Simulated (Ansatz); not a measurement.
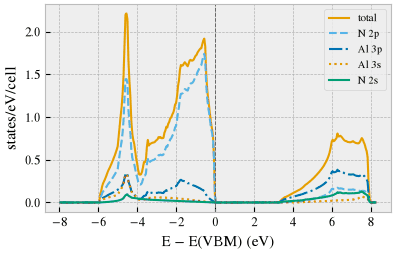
*Total and projected density of states of AlN (zinc blende, F-43m), plane-wave PAW LDA (Ansatz code)*

### Question
Which orbitals carry the states next to the gap?

### Answer
Top 1 eV of the valence band: N 2p 90 %, Al 3p 7 %. Bottom 1 eV of the conduction band: Al 3p 61 %, N 2s 17 %, N 2p 7 %, outside the projected shells 14 %. Projections are on Löwdin-orthogonalised atomic valence shells; empty p or d shells of many metals are not among them.

### Question
Where is the tallest occupied peak in this window, and what makes it?

### Answer
Near -4.5 eV, about 2.2 states/eV per cell; the largest projected share is N 2p.

The cell was relaxed with LDA under the symmetry of its start; phonons on a q-mesh show no instability.

Potentials: the later of the program's two PAW sets.
